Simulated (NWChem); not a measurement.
**BPH5Cl (SMILES [PH3+][BH2-]Cl) at 6 levels**

We compute a comparison of 6 runs (HF/STO-3G, HF/3-21G, HF/def2-SVPD, B3LYP/6-31G*, PBE/6-31+G*) of BPH5Cl. 

The calculation is run with NWChem 7.3.0.

## Step 1: Starting point

The species is BPH5Cl (8 atoms), meant as a singlet with charge 0. SMILES: `[PH3+][BH2-]Cl`. Geometry: relaxed at GFN2-xTB.

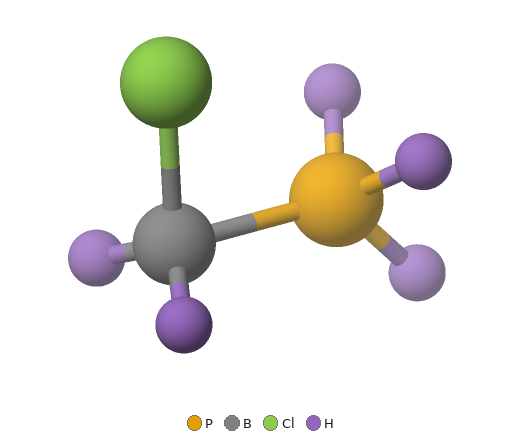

Viewed from a chosen angle; phosphorus amber, boron grey, chlorine green, hydrogen purple.

## Step 2: Energy and forces at HF/STO-3G (run 1)

struct.nw reads:

```
start struct
memory total 2200 mb

geometry noautosym nocenter noautoz
P    -0.565410    0.538010   -0.299670
B     0.597240   -0.932890    0.124140
Cl    1.369870    0.104360    1.468720
H    -1.560340    0.625870   -1.279480
H     0.113310    1.697040   -0.593150
H    -1.300440    0.973170    0.777450
H    -0.006130   -1.850370    0.558760
H     1.351900   -1.155190   -0.756770
end

basis spherical bse
* library STO-3G
end

scf
thresh 1e-08
maxiter 80
end

task scf gradient
```

On the command line:

```console
$ nwchem struct.nw > struct.out
```

Output:

```text
[...]
  functions       =    28
[...]
  wavefunction    = RHF
[...]
         Total SCF energy =   -818.796661449370
      One-electron energy =  -1420.212697006020
      Two-electron energy =    457.850040793827
 Nuclear repulsion energy =    143.565994762823
        Time for solution =      0.8s
[...]
                         RHF ENERGY GRADIENTS
    atom               coordinates                        gradient
                 x          y          z           x          y          z
   1 P      -1.068470   1.016691  -0.566294    0.047603  -0.031303   0.032573
   2 B       1.128620  -1.762906   0.234591   -0.014060   0.026097  -0.000489
   3 Cl      2.588679   0.197212   2.775478   -0.025671   0.004477  -0.024177
   4 H      -2.948615   1.182723  -2.417867   -0.010802   0.007806  -0.007012
   5 H       0.214125   3.206941  -1.120891   -0.003294   0.004238   0.000647
   6 H      -2.457475   1.839025   1.469167   -0.001645   0.004994  -0.000935
   7 H      -0.011584  -3.496692   1.055903   -0.005280  -0.012886   0.008617
   8 H       2.554721  -2.182993  -1.430088    0.013149  -0.003423  -0.009224
[...]
```

Wall time 1.9 s (1 thread of Intel Xeon 6975P-C (Granite Rapids), shared host); peak memory 0.096 GiB.

## Step 3: Energy and forces at HF/3-21G (run 2)

calc.nw reads:

```
echo
start calc
title "BClH5P"
memory 2200 mb

geometry units atomic noautosym nocenter noautoz
P  -1.06847005  1.01669155 -0.56629423
B   1.12862003 -1.76290660  0.23459060
Cl  2.58867913  0.19721182  2.77547855
H  -2.94861526  1.18272289 -2.41786678
H   0.21412487  3.20694082 -1.12089105
H  -2.45747544  1.83902477  1.46916758
H  -0.01158402 -3.49669253  1.05590337
H   2.55472075 -2.18299272 -1.43008804
end

basis spherical bse
* library 3-21G
end

scf
thresh 1e-08
maxiter 80
print low
end

task scf gradient
```

On the command line:

```console
$ nwchem calc.nw > calc.out
```

Output:

```text
[...]
  functions       =    45
[...]
  wavefunction    = RHF
[...]
         Total SCF energy =   -823.705729273091
      One-electron energy =  -1423.860285794302
      Two-electron energy =    456.588572080525
 Nuclear repulsion energy =    143.565984440685
        Time for solution =      1.0s
[...]
                         RHF ENERGY GRADIENTS
    atom               coordinates                        gradient
                 x          y          z           x          y          z
   1 P      -1.068470   1.016692  -0.566294    0.043452  -0.024635   0.031820
   2 B       1.128620  -1.762907   0.234591   -0.005152   0.031009   0.011230
   3 Cl      2.588679   0.197212   2.775479   -0.038608  -0.007906  -0.044047
   4 H      -2.948615   1.182723  -2.417867    0.002745   0.007875   0.006998
   5 H       0.214125   3.206941  -1.120891   -0.011104  -0.007089   0.003208
   6 H      -2.457475   1.839025   1.469168    0.005154   0.001157  -0.012536
   7 H      -0.011584  -3.496693   1.055903    0.003705   0.000781  -0.000228
   8 H       2.554721  -2.182993  -1.430088   -0.000191  -0.001191   0.003555
 Task  times  cpu:        1.5s     wall:        1.5s
 Total times  cpu:        1.5s     wall:        1.5s
```

Wall time 2 s (1 thread of Intel Xeon 6975P-C (Granite Rapids), shared host); peak memory 0.099 GiB.

Run 3 isn't shown in full; the table further down has it.

## Step 4: Energy and forces at B3LYP/6-31G(d) (spherical functions) (run 4)

m1.nw reads:

```
start m1
memory total 2200 mb

geometry units angstrom noautosym nocenter noautoz
 P    -0.565410    0.538010   -0.299670
 B     0.597240   -0.932890    0.124140
 Cl    1.369870    0.104360    1.468720
 H    -1.560340    0.625870   -1.279480
 H     0.113310    1.697040   -0.593150
 H    -1.300440    0.973170    0.777450
 H    -0.006130   -1.850370    0.558760
 H     1.351900   -1.155190   -0.756770
end

basis spherical bse
 * library 6-31G*
end

dft
 xc b3lyp
 grid xfine
 convergence energy 1e-08
 iterations 100
 mulliken
end

task dft gradient
```

On the command line:

```console
$ nwchem m1.nw > m1.out
```

Output:

```text
[...]
          Wavefunction type:  closed shell.
          No. of atoms     :     8
          No. of electrons :    42
[...]
          Charge           :     0
          Spin multiplicity:     1
[...]
          AO basis - number of functions:    60
[...]
              XC Information
              --------------
                         B3LYP Method XC Potential
                     Hartree-Fock (Exact) Exchange  0.200
                        Slater Exchange Functional  0.800 local
                    Becke 1988 Exchange Functional  0.720 non-local
              Lee-Yang-Parr Correlation Functional  0.810
                  VWN I RPA Correlation Functional  0.190 local
[...]
 d= 0,ls=0.0,diis     1   -829.3588679728 -9.73D+02  1.88D-02  3.33D-01     2.2
[...]
 d= 0,ls=0.0,diis     8   -829.4111827977 -3.18D-10  6.30D-06  1.21D-07    15.1
         Total DFT energy =     -829.411182797662
      One electron energy =    -1429.342334186078
           Coulomb energy =      513.928441287595
    Exchange-Corr. energy =      -57.563284662002
 Nuclear repulsion energy =      143.565994762823
[...]
      Total Density - Mulliken Population Analysis
     ---------------------------------------------
    Atom       Charge   Shell Charges
 -----------   ------   -------------------------------------------------------
    1 P   15    14.85   2.00  2.00  5.97  1.21  2.53  0.37  0.62  0.15
    2 B    5     5.15   2.00  0.56  1.58  0.44  0.53  0.06
    3 Cl  17    17.24   2.00  2.00  5.97  1.40  3.64  0.56  1.65  0.02
    4 H    1     0.97   0.52  0.45
    5 H    1     0.91   0.52  0.39
    6 H    1     0.91   0.52  0.39
    7 H    1     0.99   0.52  0.47
    8 H    1     0.99   0.52  0.47
[...]
  wavefunction    = closed shell
                         DFT ENERGY GRADIENTS
    atom               coordinates                        gradient
                 x          y          z           x          y          z
   1 P      -1.068470   1.016691  -0.566294    0.013424  -0.001647   0.012977
   2 B       1.128620  -1.762906   0.234591   -0.003974   0.003891  -0.001883
   3 Cl      2.588679   0.197212   2.775478   -0.017177  -0.001202  -0.018391
   4 H      -2.948615   1.182723  -2.417867    0.006374   0.004497   0.008957
   5 H       0.214125   3.206941  -1.120891   -0.009524  -0.010507   0.004313
   6 H      -2.457475   1.839025   1.469167    0.007857  -0.001681  -0.012525
   7 H      -0.011584  -3.496692   1.055903    0.006246   0.005740  -0.001317
   8 H       2.554721  -2.182993  -1.430088   -0.003227   0.000908   0.007868
[...]
```

Wall time 21 s (1 thread of Intel Xeon 6975P-C (Granite Rapids), shared host); peak memory 0.13 GiB.

Run 5 isn't shown in full; the table further down has it.

## Step 5: Energy and gradient at PBE/6-31+G(d) (spherical functions) (run 6)

calc.xyz reads:

```xyz
8
BClH5P PBE
P     -0.565410     0.538010    -0.299670
B      0.597240    -0.932890     0.124140
Cl     1.369870     0.104360     1.468720
H     -1.560340     0.625870    -1.279480
H      0.113310     1.697040    -0.593150
H     -1.300440     0.973170     0.777450
H     -0.006130    -1.850370     0.558760
H      1.351900    -1.155190    -0.756770
```

run.py reads:

```python
from ase.io import read
from ase.calculators.nwchem import NWChem

atoms = read('calc.xyz')

calc = NWChem(
    label='calc',
    theory='dft',
    memory='2200 mb',
    basis='6-31+G*',
    basispar='spherical bse',
    dft={'xc': 'xpbe96 cpbe96', 'mult': '1', 'grid': 'xfine', 'convergence': 'energy 1e-08', 'iterations': '100', 'mulliken': None},
)
atoms.calc = calc

forces = atoms.get_forces()
e = atoms.get_potential_energy()
print(f"E = {e:.6f} eV")
print("forces (eV/A):")
for s, f in zip(atoms.symbols, forces):
    print(f"{s:2s} {f[0]:10.5f} {f[1]:10.5f} {f[2]:10.5f}")
print("dipole (e A):", atoms.get_dipole_moment().round(4))
```

On the command line:

```console
$ export ASE_NWCHEM_COMMAND="nwchem PREFIX.nwi > PREFIX.nwo"
$ python run.py
```

Output:

```text
E = -22557.431248 eV
forces (eV/A):
P    -0.32854   -0.43791   -0.57027
B     0.10233    0.18270    0.19412
Cl    0.78722    0.05240    0.84152
H    -0.52620   -0.18111   -0.63876
H     0.61249    0.77694   -0.26328
H    -0.53931    0.19088    0.85278
H    -0.45375   -0.49622    0.17936
H     0.34576   -0.08773   -0.59552
dipole (e A): [-0.6595  0.4297 -0.4538]
```

The calculator wrote calc.nwi:

```
title "calc"

permanent_dir calc

scratch_dir calc

start calc

geometry units angstrom nocenter noautosym noautoz
  P  -5.6540999999999997e-01 5.3800999999999999e-01 -2.9966999999999999e-01
  B  5.9723999999999999e-01 -9.3289000000000000e-01 1.2414000000000000e-01
  Cl 1.3698699999999999e+00 1.0435999999999999e-01 1.4687200000000000e+00
  H  -1.5603400000000001e+00 6.2587000000000004e-01 -1.2794800000000000e+00
  H  1.1330999999999999e-01 1.6970400000000001e+00 -5.9314999999999996e-01
  H  -1.3004400000000000e+00 9.7316999999999998e-01 7.7744999999999997e-01
  H  -6.1300000000000000e-03 -1.8503700000000001e+00 5.5876000000000003e-01
  H  1.3519000000000001e+00 -1.1551899999999999e+00 -7.5677000000000005e-01
end

memory 2200 mb

basis spherical bse noprint
   * library 6-31+G*
end

dft
  xc xpbe96 cpbe96
  mult 1
  grid xfine
  convergence energy 1e-08
  iterations 100
  mulliken
end

task dft gradient
```

calc.nwo:

```text
Northwest Computational Chemistry Package (NWChem) 7.3.0
             --------------------------------------------------------

           Job information
           ---------------

    nwchem branch   = 7.3.0
    use scalapack   = T
    input           = calc.nwi
    prefix          = calc.
    data base       = calc/calc.db
    status          = startup
    nproc           =        1

           Memory information
           ------------------

    heap     =     72089600 doubles =      550.0 Mbytes
    stack    =     72089597 doubles =      550.0 Mbytes
    global   =    144179200 doubles =     1100.0 Mbytes (distinct from heap & stack)
    total    =    288358397 doubles =     2200.0 Mbytes
    verify   = yes
    hardfail = no

[... 111 lines left out ...]
  convergence criterion.
[... 38 lines left out ...]
          Spatial weights used:  Erf1
[... 79 lines left out ...]
         Total DFT energy =     -828.970315156846
[... 3 lines left out ...]
 Nuclear repulsion energy =      143.565994762823
[... 576 lines left out ...]
          Convergence on gradient requested:  5.00D-04
[... 25 lines left out ...]
          total energy or number of iterations.
[... 26 lines left out ...]
                         DFT ENERGY GRADIENTS

    atom               coordinates                        gradient
                 x          y          z           x          y          z
   1 P      -1.068470   1.016691  -0.566294    0.006389   0.008516   0.011090
   2 B       1.128620  -1.762906   0.234591   -0.001990  -0.003553  -0.003775
   3 Cl      2.588679   0.197212   2.775478   -0.015309  -0.001019  -0.016365
[... 4 lines of this table left out ...]
   8 H       2.554721  -2.182993  -1.430088   -0.006724   0.001706   0.011581

                 ----------------------------------------
                 |  Time  |  1-e(secs)   |  2-e(secs)   |
                 ----------------------------------------
                 |  CPU   |       0.00   |       4.49   |
                 ----------------------------------------
                 |  WALL  |       0.00   |       4.49   |
                 ----------------------------------------

 Task  times  cpu:       29.9s     wall:       29.9s
 Total times  cpu:       29.9s     wall:       29.9s
```

Wall time 31 s (1 thread of Intel Xeon 6975P-C (Granite Rapids), shared host); peak memory 0.14 GiB.

## Step 6: The series

```
run                               level  iteration cap  module  energy (Eh)  dipole moment (D)  HOMO energy (eV)  LUMO energy (eV)  wall time
  1                           HF/STO-3G             80     scf  -818.796661               6.21             -8.60             10.42      1.9 s
  2                            HF/3-21G             80     scf  -823.705729                  –                 –                 –        2 s
  3                        HF/def2-SVPD             80     scf  -827.578047               4.78            -10.96              2.01       21 s
  4  B3LYP/6-31G* (spherical functions)            100     dft  -829.411183               4.51             -7.38              0.29       21 s
  5  B3LYP/6-31G* (Cartesian functions)            100     dft  -829.417467               4.51             -7.38              0.30       21 s
  6   PBE/6-31+G* (spherical functions)            100     dft  -828.970315               4.36             -6.47             -0.98       31 s
```

## Step 7: Summary of results

| quantity | value |
| --- | --- |
| run 6: total energy | -828.97032 Eh |
| run 6: dipole moment | 4.36 D |
| run 6: HOMO energy | -6.47 eV |
| run 6: LUMO energy | -0.98 eV |
| run 6: HOMO–LUMO gap | 5.49 eV |
| run 6: largest force on an atom | 1.154 eV/Å |

Over runs 1, 3, 4, 5, 6 the dipole moment (its size) runs from 4.36 D (PBE/6-31+G*) to 6.21 D (HF/STO-3G). The two ends differ in method and basis. Over runs 1, 3, 4, 5, 6 the HOMO–LUMO gap runs from 5.49 eV (PBE/6-31+G*) to 19.02 eV (HF/STO-3G). Totals of different functionals can't be ranked against each other. In run 1 the basis is minimal, so the values are rough. All runs together took 98 s, the longest 31 s.
